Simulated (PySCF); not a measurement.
C₄H₇F₅O₂Si (SMILES CO[SiH](OC)C(F)(F)C(F)(F)F)

The calculation's input:

```
{"job": {"kind": "nmr", "xc": "PBE0", "basis": "pcSseg-1"}, "charge": 0, "multiplicity": 1}
C      0.107920     2.415477    -0.760936
O     -0.609961     1.271917    -0.360400
Si    -0.514910     0.163568     0.792671
O     -1.846119    -0.708394     0.846776
C     -2.580267    -1.494398    -0.063653
C      0.982504    -1.044185     0.387396
F      0.681382    -1.903886    -0.631348
F      1.269249    -1.838621     1.456692
C      2.272460    -0.321487     0.003741
F      3.359588    -1.088486     0.001857
F      2.170539     0.226244    -1.213170
F      2.507326     0.692500     0.856565
H     -0.597808     3.243409    -0.839330
H      0.887810     2.670065    -0.044484
H      0.558901     2.226129    -1.735752
H     -0.329153     0.593026     2.161698
H     -2.965056    -0.873011    -0.872549
H     -1.954455    -2.283721    -0.480834
H     -3.409753    -1.936896     0.487599
```

Command:

```sh
OMP_NUM_THREADS=1 python probes_run.py task.json out
```

Geometry: GFN2-xTB.

The calculation used PBE0/pcSseg-1, SCF density, gas phase, non-relativistic in PySCF.

Q: What will maps of the electron density and electron localisation function show?

A: C–O (1.41 Å): the density is about 2 e/Å³ at the midpoint, with its minimum of 1.7 e/Å³ about 0.5 Å from C; the ELF peaks at about 0.90 between the atoms, as expected for a shared but strongly polarised pair.
Si–O (1.60 Å): ρ at the midpoint is about 1.2 e/Å³; the ELF peaks at about 0.85 between the atoms: a polar covalent bond.
C–H (1.09 Å): the density is about 2.1 e/Å³ at the midpoint; the ELF climbs to about 1 towards the hydrogen, as it does in any bond to H (a covalent bond by its length).

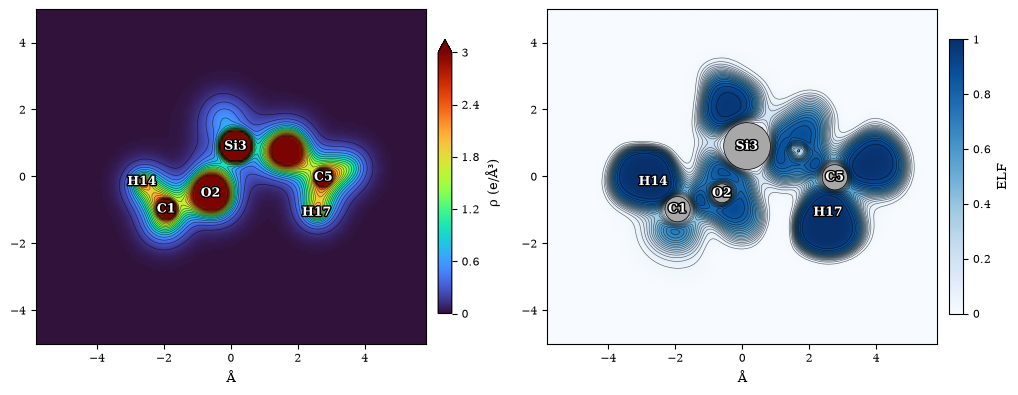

Computed electron density and electron localisation function on the plane of atoms O2, C1 and H14, in this order. Grey discs cover the atomic cores in the ELF map. 
